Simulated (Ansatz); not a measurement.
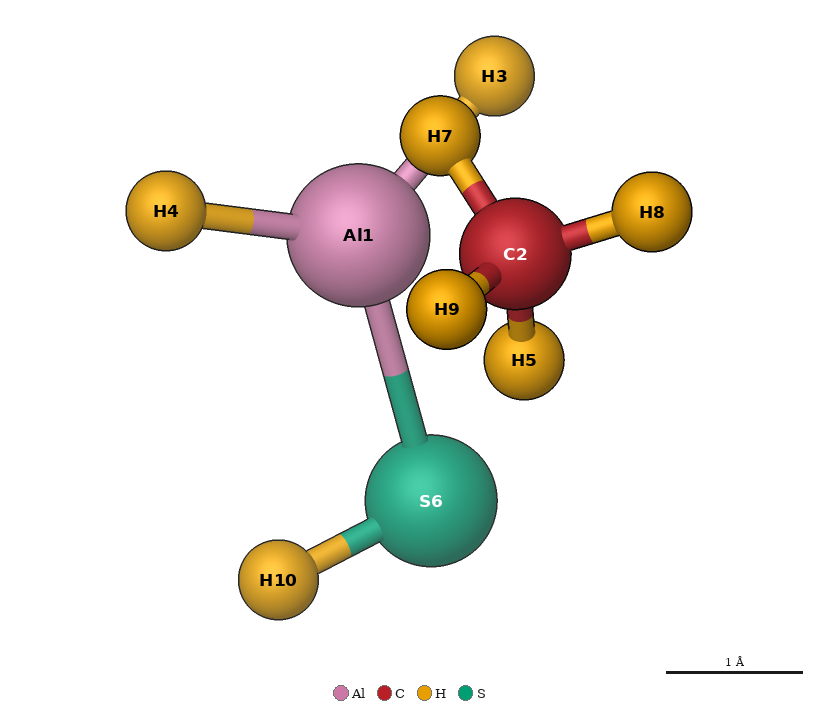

The atoms are numbered. The computed geometry is a stationary point of PBE0-D4/def2-TZVP, a saddle point of order 1.

Question: Describe the coordination of atom 1.

Answer: Al1 has 3 neighbours (H3 at 1.58, H4 at 1.58, S6 at 2.19 Å); the arrangement is trigonal planar.

Question: How are the neighbours of atom 6 arranged?

Answer: S6 has 2 neighbours (Al1 at 2.19, H10 at 1.34 Å); the arrangement is bent.

Question: What is the geometry at C2?

Answer: C2 has 4 neighbours (H5 at 1.10, H7 at 1.09, H8 at 1.09, H9 at 1.09 Å); the arrangement is tetrahedral.
